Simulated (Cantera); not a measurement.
A closed system holds: 1 mol BCl₃, 20 mol H₂, held at 48.0 Torr.

These are equilibrium values from Cantera (NASA tables, ideal gas, pure condensed phases), not measurements of a reactor. Candidate condensed phases: B; 13 gas species. The tables' values for BCl, BCl₂, BH₂ are old estimates; treat these amounts as uncertain. Gases not in the tables: BHCl₂. Equilibrium is a limit: real reactors are often held back by kinetics, nucleation or transport.

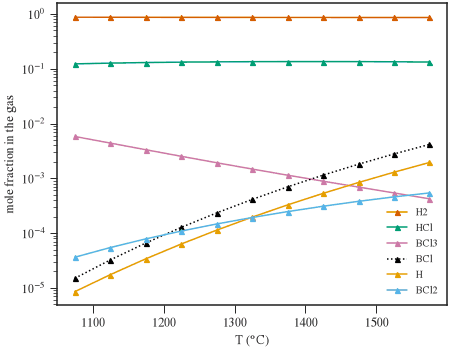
Figure. Equilibrium gas composition (values under 1e-9 drawn at 1e-9)

Task: Read off the mole fractions at 1225 °C.

Result: H₂ about 0.87, HCl about 0.13, BCl₃ about 0.0025, BCl about 0.00013, BCl₂ about 0.00011, H about 6.3e-5.
